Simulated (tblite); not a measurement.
# Geometry relaxation, with input and output: C₆H₁₁O₂ (part 2 of 4)

C₆H₁₁O₂, multiplicity 2; GFN2-xTB geometry optimisation, gas phase (tblite 0.8.0). It belongs to a series of runs on one base structure; here: H removed from sp3 C.

Geometry of the input (Å):
```
C  3.0247  -0.3913  -0.9451
O  1.9380  0.4350  -1.1179
C  0.8931  0.1657  -0.1698
C  -0.1630  1.2777  -0.3667
C  -1.3663  1.0399  0.5556
C  -1.8946  -0.3814  0.3879
C  -0.7570  -1.3865  0.5269
O  0.2921  -1.1072  -0.3956
H  3.8333  -0.1655  -1.6150
H  2.8492  -1.3470  -0.4723
H  1.2883  0.2090  0.8455
H  0.2775  2.2514  -0.1678
H  -0.5032  1.2796  -1.3935
H  -1.0674  1.2076  1.5891
H  -2.1591  1.7721  0.3182
H  -2.6768  -0.5807  1.1397
H  -2.3359  -0.4765  -0.6030
H  -0.3511  -1.3987  1.5483
H  -1.1316  -2.3941  0.3279
```

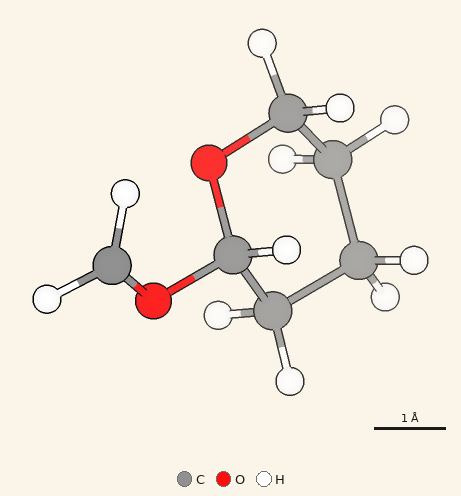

*The geometry at step 24 of the log (ball-and-stick view, seen at a tilt).*

Trajectory as extended XYZ, continued:
```
19
Properties=species:S:1:pos:R:3:forces:R:3 step=14 energy=-721.57595
C     3.0042   -0.4027   -0.9229   -0.0400   0.0290  -0.0050
O     1.9001    0.3897   -1.0654    0.0130   0.0510  -0.0090
C     0.8594    0.1806   -0.1659    0.0600   0.0500  -0.0590
C    -0.1799    1.2861   -0.3690    0.0130  -0.0300   0.0080
C    -1.3669    1.0511    0.5629    0.0080   0.0100   0.0010
C    -1.8922   -0.3724    0.3752   -0.0100   0.0260   0.0010
C    -0.7415   -1.3689    0.5122   -0.0020   0.0000   0.0200
O     0.3064   -1.0967   -0.3882    0.0130   0.0110  -0.0040
H     3.7623   -0.1831   -1.6491   -0.0350  -0.0920   0.0210
H     2.8980   -1.3676   -0.4614    0.0340   0.0440  -0.0260
H     1.2520    0.2200    0.8746   -0.0190  -0.0130   0.0530
H     0.2937    2.2499   -0.1777   -0.0330  -0.0220  -0.0120
H    -0.4984    1.2534   -1.4123    0.0000  -0.0060   0.0190
H    -1.0488    1.1934    1.5990    0.0170  -0.0330   0.0030
H    -2.1542    1.7771    0.3535   -0.0010  -0.0100  -0.0030
H    -2.6554   -0.6016    1.1205   -0.0040   0.0040  -0.0320
H    -2.3318   -0.4705   -0.6185    0.0090  -0.0040  -0.0060
H    -0.3534   -1.3434    1.5423    0.0100   0.0050   0.0490
H    -1.0635   -2.3853    0.2828   -0.0330  -0.0210  -0.0200
19
Properties=species:S:1:pos:R:3:forces:R:3 step=16 energy=-721.57815
C     3.0049   -0.4024   -0.9221   -0.0100   0.0130  -0.0090
O     1.9074    0.4011   -1.0526   -0.0080  -0.0220   0.0010
C     0.8612    0.1843   -0.1625    0.0240   0.0430  -0.0060
C    -0.1811    1.2863   -0.3719   -0.0050  -0.0120   0.0290
C    -1.3645    1.0503    0.5652   -0.0060  -0.0060  -0.0100
C    -1.8913   -0.3718    0.3697   -0.0120   0.0140   0.0100
C    -0.7418   -1.3686    0.5111    0.0450   0.0130  -0.0060
O     0.3091   -1.0952   -0.3869    0.0490   0.0330  -0.0120
H     3.7503   -0.2002   -1.6659   -0.0210  -0.0660   0.0140
H     2.9034   -1.3657   -0.4554   -0.0080   0.0630  -0.0220
H     1.2437    0.2240    0.8847   -0.0290  -0.0160  -0.0190
H     0.2891    2.2526   -0.1839   -0.0270  -0.0250  -0.0160
H    -0.5027    1.2502   -1.4155    0.0180  -0.0150   0.0660
H    -1.0421    1.1847    1.6024    0.0070  -0.0280  -0.0440
H    -2.1529    1.7772    0.3626    0.0100  -0.0070   0.0020
H    -2.6558   -0.6053    1.1101   -0.0390   0.0100   0.0150
H    -2.3321   -0.4660   -0.6240    0.0400  -0.0060  -0.0130
H    -0.3540   -1.3384    1.5413   -0.0040   0.0020   0.0520
H    -1.0608   -2.3878    0.2862   -0.0260   0.0120  -0.0330
19
Properties=species:S:1:pos:R:3:forces:R:3 step=17 energy=-721.57903
C     3.0047   -0.4018   -0.9219    0.0090   0.0080  -0.0050
O     1.9102    0.4057   -1.0479   -0.0160  -0.0270  -0.0040
C     0.8627    0.1868   -0.1613   -0.0090   0.0140   0.0270
C    -0.1815    1.2859   -0.3723   -0.0110   0.0030   0.0280
C    -1.3636    1.0499    0.5659   -0.0120  -0.0170  -0.0090
C    -1.8911   -0.3713    0.3677   -0.0020  -0.0100   0.0100
C    -0.7410   -1.3682    0.5107    0.0440   0.0160  -0.0090
O     0.3113   -1.0937   -0.3866    0.0400   0.0250  -0.0010
H     3.7449   -0.2092   -1.6722    0.0010  -0.0410  -0.0120
H     2.9056   -1.3635   -0.4535   -0.0310   0.0390   0.0010
H     1.2396    0.2252    0.8886   -0.0170  -0.0090  -0.0380
H     0.2865    2.2530   -0.1869   -0.0150  -0.0050  -0.0090
H    -0.5041    1.2485   -1.4153    0.0160  -0.0210   0.0550
H    -1.0391    1.1803    1.6029    0.0040  -0.0190  -0.0430
H    -2.1522    1.7772    0.3662    0.0110   0.0000   0.0020
H    -2.6569   -0.6065    1.1061   -0.0400   0.0130   0.0230
H    -2.3311   -0.4644   -0.6266    0.0490  -0.0070  -0.0120
H    -0.3543   -1.3363    1.5423   -0.0120  -0.0040   0.0240
H    -1.0604   -2.3884    0.2865   -0.0080   0.0410  -0.0310
19
Properties=species:S:1:pos:R:3:forces:R:3 step=18 energy=-721.57971
C     3.0047   -0.4011   -0.9218    0.0180   0.0080  -0.0010
O     1.9120    0.4088   -1.0445   -0.0180  -0.0150  -0.0140
C     0.8637    0.1890   -0.1601   -0.0260  -0.0130   0.0390
C    -0.1820    1.2856   -0.3720   -0.0110   0.0120   0.0210
C    -1.3632    1.0493    0.5662   -0.0160  -0.0210  -0.0040
C    -1.8911   -0.3712    0.3664    0.0060  -0.0260   0.0080
C    -0.7395   -1.3676    0.5103    0.0260   0.0150  -0.0030
O     0.3137   -1.0922   -0.3864    0.0180   0.0090   0.0130
H     3.7406   -0.2168   -1.6774    0.0150  -0.0200  -0.0330
H     2.9068   -1.3612   -0.4519   -0.0460   0.0120   0.0230
H     1.2361    0.2260    0.8912    0.0020   0.0000  -0.0330
H     0.2842    2.2532   -0.1893   -0.0040   0.0170   0.0030
H    -0.5048    1.2467   -1.4140    0.0080  -0.0250   0.0280
H    -1.0367    1.1766    1.6024    0.0020  -0.0110  -0.0250
H    -2.1515    1.7772    0.3691    0.0070   0.0060   0.0010
H    -2.6585   -0.6072    1.1035   -0.0270   0.0140   0.0160
H    -2.3294   -0.4632   -0.6288    0.0500  -0.0100  -0.0090
H    -0.3547   -1.3346    1.5434   -0.0150  -0.0090  -0.0030
H    -1.0600   -2.3880    0.2861    0.0100   0.0570  -0.0280
19
Properties=species:S:1:pos:R:3:forces:R:3 step=20 energy=-721.58078
C     3.0055   -0.3997   -0.9215    0.0090   0.0040   0.0020
O     1.9139    0.4127   -1.0395   -0.0040   0.0070  -0.0260
C     0.8642    0.1921   -0.1568   -0.0060  -0.0210   0.0050
C    -0.1833    1.2857   -0.3705    0.0020   0.0090  -0.0010
C    -1.3636    1.0474    0.5666   -0.0070  -0.0020   0.0080
C    -1.8908   -0.3722    0.3647    0.0060  -0.0110   0.0000
C    -0.7363   -1.3657    0.5096   -0.0220   0.0070   0.0140
O     0.3182   -1.0895   -0.3851   -0.0220  -0.0150   0.0240
H     3.7341   -0.2299   -1.6879    0.0040   0.0010  -0.0330
H     2.9059   -1.3571   -0.4477   -0.0490  -0.0090   0.0400
H     1.2309    0.2275    0.8943    0.0390   0.0150   0.0120
H     0.2805    2.2548   -0.1929    0.0010   0.0300   0.0200
H    -0.5057    1.2423   -1.4110   -0.0060  -0.0230  -0.0220
H    -1.0328    1.1701    1.6008   -0.0030   0.0010   0.0220
H    -2.1502    1.7776    0.3739   -0.0070   0.0080  -0.0020
H    -2.6619   -0.6077    1.0997    0.0080   0.0060  -0.0120
H    -2.3239   -0.4621   -0.6329    0.0350  -0.0200  -0.0050
H    -0.3562   -1.3324    1.5449   -0.0030  -0.0150  -0.0210
H    -1.0585   -2.3845    0.2836    0.0240   0.0290  -0.0250
19
Properties=species:S:1:pos:R:3:forces:R:3 step=21 energy=-721.58121
C     3.0062   -0.3990   -0.9214   -0.0030  -0.0040   0.0010
O     1.9144    0.4141   -1.0382    0.0030   0.0030  -0.0220
C     0.8641    0.1928   -0.1554    0.0150  -0.0050  -0.0140
C    -0.1838    1.2860   -0.3698    0.0090   0.0020  -0.0100
C    -1.3639    1.0465    0.5670    0.0030   0.0140   0.0110
C    -1.8905   -0.3729    0.3642    0.0020   0.0110  -0.0030
C    -0.7353   -1.3647    0.5097   -0.0320   0.0000   0.0160
O     0.3195   -1.0888   -0.3840   -0.0240  -0.0110   0.0190
H     3.7319   -0.2351   -1.6927   -0.0140   0.0030  -0.0170
H     2.9040   -1.3555   -0.4451   -0.0390   0.0010   0.0330
H     1.2300    0.2284    0.8954    0.0480   0.0180   0.0230
H     0.2790    2.2562   -0.1937   -0.0030   0.0180   0.0200
H    -0.5061    1.2399   -1.4101   -0.0070  -0.0150  -0.0280
H    -1.0314    1.1675    1.6005   -0.0080   0.0050   0.0340
H    -2.1498    1.7778    0.3757   -0.0120   0.0040  -0.0010
H    -2.6632   -0.6076    1.0981    0.0170   0.0000  -0.0210
H    -2.3205   -0.4623   -0.6346    0.0240  -0.0220  -0.0070
H    -0.3569   -1.3320    1.5451    0.0040  -0.0160  -0.0090
H    -1.0574   -2.3822    0.2819    0.0180  -0.0040  -0.0230
19
Properties=species:S:1:pos:R:3:forces:R:3 step=22 energy=-721.58162
C     3.0066   -0.3983   -0.9215   -0.0160  -0.0120  -0.0020
O     1.9147    0.4152   -1.0379    0.0050  -0.0070  -0.0130
C     0.8643    0.1933   -0.1544    0.0290   0.0140  -0.0220
C    -0.1841    1.2863   -0.3693    0.0120  -0.0030  -0.0130
C    -1.3642    1.0459    0.5675    0.0130   0.0250   0.0100
C    -1.8902   -0.3732    0.3638   -0.0010   0.0290  -0.0060
C    -0.7351   -1.3638    0.5101   -0.0250  -0.0070   0.0100
O     0.3202   -1.0883   -0.3826   -0.0130   0.0020   0.0090
H     3.7301   -0.2395   -1.6968   -0.0320   0.0010   0.0010
H     2.9013   -1.3538   -0.4424   -0.0260   0.0140   0.0220
H     1.2304    0.2294    0.8965    0.0480   0.0180   0.0180
H     0.2776    2.2577   -0.1938   -0.0080   0.0000   0.0150
H    -0.5064    1.2375   -1.4097   -0.0040  -0.0060  -0.0220
H    -1.0305    1.1655    1.6009   -0.0140   0.0090   0.0340
H    -2.1497    1.7781    0.3769   -0.0110  -0.0010   0.0030
H    -2.6642   -0.6073    1.0965    0.0160  -0.0060  -0.0240
H    -2.3169   -0.4631   -0.6362    0.0110  -0.0190  -0.0100
H    -0.3574   -1.3323    1.5452    0.0080  -0.0160   0.0080
H    -1.0563   -2.3800    0.2797    0.0070  -0.0350  -0.0180
19
Properties=species:S:1:pos:R:3:forces:R:3 step=24 energy=-721.58246
C     3.0064   -0.3978   -0.9218   -0.0290  -0.0200  -0.0060
O     1.9153    0.4172   -1.0386   -0.0060  -0.0150   0.0030
C     0.8663    0.1950   -0.1529    0.0180   0.0330   0.0000
C    -0.1840    1.2869   -0.3689    0.0050  -0.0020  -0.0010
C    -1.3639    1.0463    0.5690    0.0160   0.0170   0.0020
C    -1.8895   -0.3724    0.3626    0.0060   0.0210  -0.0100
C    -0.7357   -1.3626    0.5116    0.0160  -0.0180  -0.0100
O     0.3211   -1.0870   -0.3793    0.0230   0.0260  -0.0050
H     3.7249   -0.2483   -1.7045   -0.0440  -0.0090   0.0220
H     2.8942   -1.3495   -0.4357    0.0020   0.0200   0.0060
H     1.2345    0.2324    0.8987    0.0320   0.0170  -0.0220
H     0.2743    2.2605   -0.1932   -0.0080  -0.0220  -0.0070
H    -0.5072    1.2326   -1.4099    0.0090   0.0150   0.0110
H    -1.0298    1.1624    1.6034   -0.0200   0.0170   0.0080
H    -2.1499    1.7785    0.3791    0.0020  -0.0050   0.0090
H    -2.6654   -0.6070    1.0921   -0.0020  -0.0100  -0.0160
H    -2.3092   -0.4659   -0.6397   -0.0090   0.0030  -0.0100
H    -0.3581   -1.3343    1.5461    0.0010  -0.0160   0.0240
H    -1.0541   -2.3778    0.2744   -0.0100  -0.0500   0.0020
19
Properties=species:S:1:pos:R:3:forces:R:3 step=25 energy=-721.58285
C     3.0055   -0.3981   -0.9220   -0.0300  -0.0160  -0.0060
O     1.9157    0.4182   -1.0387   -0.0150  -0.0060   0.0000
C     0.8678    0.1967   -0.1520   -0.0020   0.0240   0.0140
C    -0.1838    1.2871   -0.3689   -0.0030   0.0040   0.0090
C    -1.3633    1.0469    0.5698    0.0060  -0.0020  -0.0010
C    -1.8889   -0.3716    0.3616    0.0130  -0.0050  -0.0090
C    -0.7357   -1.3625    0.5120    0.0310  -0.0190  -0.0150
O     0.3221   -1.0857   -0.3778    0.0320   0.0230  -0.0040
H     3.7207   -0.2531   -1.7083   -0.0340  -0.0130   0.0190
H     2.8909   -1.3471   -0.4319    0.0110   0.0070   0.0080
H     1.2371    0.2345    0.8997    0.0240   0.0170  -0.0350
H     0.2724    2.2614   -0.1932    0.0000  -0.0150  -0.0150
H    -0.5074    1.2305   -1.4099    0.0130   0.0200   0.0220
H    -1.0298    1.1611    1.6050   -0.0190   0.0200  -0.0070
H    -2.1501    1.7787    0.3808    0.0090  -0.0040   0.0090
H    -2.6660   -0.6073    1.0892   -0.0090  -0.0070  -0.0120
H    -2.3057   -0.4670   -0.6420   -0.0120   0.0170  -0.0050
H    -0.3584   -1.3354    1.5470   -0.0070  -0.0180   0.0150
H    -1.0530   -2.3780    0.2720   -0.0090  -0.0290   0.0130
19
Properties=species:S:1:pos:R:3:forces:R:3 step=26 energy=-721.58323
C     3.0042   -0.3987   -0.9222   -0.0270  -0.0090  -0.0050
O     1.9160    0.4192   -1.0382   -0.0210   0.0080  -0.0070
C     0.8691    0.1988   -0.1509   -0.0180   0.0090   0.0200
C    -0.1837    1.2873   -0.3687   -0.0090   0.0090   0.0180
C    -1.3626    1.0474    0.5706   -0.0070  -0.0200  -0.0020
C    -1.8881   -0.3709    0.3603    0.0170  -0.0300  -0.0060
C    -0.7351   -1.3627    0.5120    0.0340  -0.0140  -0.0140
O     0.3238   -1.0840   -0.3764    0.0310   0.0080   0.0020
H     3.7155   -0.2584   -1.7122   -0.0190  -0.0150   0.0110
H     2.8883   -1.3448   -0.4279    0.0150  -0.0100   0.0130
H     1.2396    0.2370    0.9005    0.0180   0.0190  -0.0340
H     0.2706    2.2621   -0.1939    0.0110   0.0020  -0.0170
H    -0.5076    1.2288   -1.4095    0.0130   0.0220   0.0240
H    -1.0298    1.1600    1.6065   -0.0140   0.0200  -0.0160
H    -2.1500    1.7788    0.3831    0.0120  -0.0010   0.0050
H    -2.6667   -0.6079    1.0858   -0.0090  -0.0040  -0.0100
H    -2.3026   -0.4675   -0.6444   -0.0110   0.0280   0.0010
H    -0.3589   -1.3365    1.5480   -0.0140  -0.0190  -0.0010
H    -1.0518   -2.3789    0.2700   -0.0010  -0.0020   0.0200
19
Properties=species:S:1:pos:R:3:forces:R:3 step=28 energy=-721.58409
C     2.9994   -0.4008   -0.9228   -0.0160   0.0020  -0.0050
O     1.9158    0.4227   -1.0368   -0.0170   0.0250  -0.0230
C     0.8712    0.2046   -0.1472   -0.0220  -0.0210   0.0010
C    -0.1843    1.2886   -0.3670   -0.0090   0.0140   0.0210
C    -1.3616    1.0470    0.5726   -0.0250  -0.0320   0.0000
C    -1.8854   -0.3714    0.3566    0.0080  -0.0430   0.0020
C    -0.7317   -1.3638    0.5112    0.0040   0.0030   0.0010
O     0.3299   -1.0797   -0.3726    0.0090  -0.0320   0.0190
H     3.7012   -0.2730   -1.7223    0.0110  -0.0170  -0.0080
H     2.8835   -1.3401   -0.4170    0.0130  -0.0240   0.0180
H     1.2458    0.2446    0.9014    0.0070   0.0210   0.0000
H     0.2669    2.2645   -0.1968    0.0250   0.0350  -0.0040
H    -0.5074    1.2257   -1.4074    0.0030   0.0210   0.0100
H    -1.0303    1.1578    1.6089   -0.0010   0.0090  -0.0140
H    -2.1491    1.7792    0.3892    0.0020  -0.0030  -0.0120
H    -2.6687   -0.6098    1.0768    0.0020  -0.0080  -0.0060
H    -2.2956   -0.4665   -0.6504   -0.0010   0.0330   0.0090
H    -0.3610   -1.3398    1.5500   -0.0130  -0.0170  -0.0260
H    -1.0483   -2.3806    0.2663    0.0210   0.0350   0.0170
19
Properties=species:S:1:pos:R:3:forces:R:3 step=29 energy=-721.58448
C     2.9964   -0.4018   -0.9234   -0.0090   0.0010  -0.0070
O     1.9149    0.4247   -1.0368   -0.0090   0.0140  -0.0210
C     0.8717    0.2071   -0.1455   -0.0080  -0.0210  -0.0120
C    -0.1848    1.2897   -0.3656   -0.0010   0.0110   0.0130
C    -1.3617    1.0460    0.5735   -0.0190  -0.0170   0.0010
C    -1.8838   -0.3726    0.3548   -0.0030  -0.0200   0.0040
C    -0.7298   -1.3643    0.5107   -0.0130   0.0090   0.0070
O     0.3333   -1.0783   -0.3703    0.0010  -0.0370   0.0220
H     3.6944   -0.2805   -1.7269    0.0170  -0.0160  -0.0100
H     2.8814   -1.3382   -0.4112    0.0080  -0.0120   0.0120
H     1.2494    0.2489    0.9014   -0.0020   0.0180   0.0160
H     0.2657    2.2663   -0.1983    0.0210   0.0320   0.0070
H    -0.5071    1.2249   -1.4059   -0.0050   0.0200   0.0020
H    -1.0308    1.1572    1.6097    0.0040  -0.0010  -0.0050
H    -2.1485    1.7791    0.3918   -0.0100  -0.0080  -0.0200
H    -2.6697   -0.6110    1.0722    0.0070  -0.0160  -0.0010
H    -2.2922   -0.4652   -0.6531    0.0030   0.0260   0.0060
H    -0.3624   -1.3421    1.5505   -0.0060  -0.0110  -0.0210
H    -1.0462   -2.3807    0.2649    0.0240   0.0280   0.0080
19
Properties=species:S:1:pos:R:3:forces:R:3 step=30 energy=-721.58473
C     2.9942   -0.4024   -0.9239   -0.0020  -0.0020  -0.0100
O     1.9139    0.4259   -1.0376   -0.0030  -0.0040  -0.0130
C     0.8718    0.2082   -0.1447    0.0050  -0.0100  -0.0140
C    -0.1851    1.2905   -0.3644    0.0050   0.0060   0.0030
C    -1.3621    1.0452    0.5741   -0.0070   0.0020   0.0010
C    -1.8829   -0.3737    0.3540   -0.0100   0.0040   0.0030
C    -0.7288   -1.3646    0.5106   -0.0180   0.0090   0.0080
O     0.3353   -1.0782   -0.3686    0.0000  -0.0240   0.0180
H     3.6911   -0.2849   -1.7292    0.0160  -0.0150  -0.0090
H     2.8802   -1.3372   -0.4079    0.0040   0.0030   0.0050
H     1.2520    0.2516    0.9012   -0.0090   0.0130   0.0170
H     0.2655    2.2679   -0.1988    0.0120   0.0170   0.0140
H    -0.5069    1.2250   -1.4048   -0.0090   0.0210  -0.0010
H    -1.0313    1.1572    1.6101    0.0040  -0.0080   0.0010
H    -2.1484    1.7789    0.3925   -0.0180  -0.0130  -0.0210
H    -2.6702   -0.6119    1.0697    0.0070  -0.0220   0.0040
H    -2.2902   -0.4641   -0.6544    0.0030   0.0180   0.0000
H    -0.3633   -1.3440    1.5505    0.0000  -0.0050  -0.0060
H    -1.0447   -2.3803    0.2641    0.0180   0.0080   0.0000
19
Properties=species:S:1:pos:R:3:forces:R:3 step=31 energy=-721.58488
C     2.9931   -0.4027   -0.9245    0.0040  -0.0060  -0.0130
O     1.9131    0.4262   -1.0387    0.0010  -0.0170  -0.0060
C     0.8718    0.2084   -0.1447    0.0100   0.0010  -0.0080
C    -0.1851    1.2911   -0.3638    0.0070   0.0020  -0.0040
C    -1.3625    1.0448    0.5743    0.0030   0.0140   0.0000
C    -1.8826   -0.3742    0.3538   -0.0100   0.0180   0.0020
C    -0.7287   -1.3645    0.5108   -0.0120   0.0050   0.0050
O     0.3363   -1.0787   -0.3673    0.0030  -0.0050   0.0120
H     3.6902   -0.2870   -1.7299    0.0110  -0.0140  -0.0060
H     2.8797   -1.3367   -0.4063    0.0010   0.0130   0.0010
H     1.2533    0.2532    0.9011   -0.0130   0.0090   0.0090
H     0.2659    2.2690   -0.1986    0.0040  -0.0010   0.0170
H    -0.5068    1.2257   -1.4043   -0.0090   0.0220   0.0000
H    -1.0316    1.1573    1.6102    0.0020  -0.0090   0.0040
H    -2.1487    1.7784    0.3921   -0.0200  -0.0140  -0.0190
H    -2.6702   -0.6127    1.0688    0.0040  -0.0230   0.0070
H    -2.2893   -0.4632   -0.6548    0.0010   0.0110  -0.0050
H    -0.3637   -1.3452    1.5504    0.0030   0.0010   0.0080
H    -1.0437   -2.3798    0.2638    0.0090  -0.0080  -0.0050
```
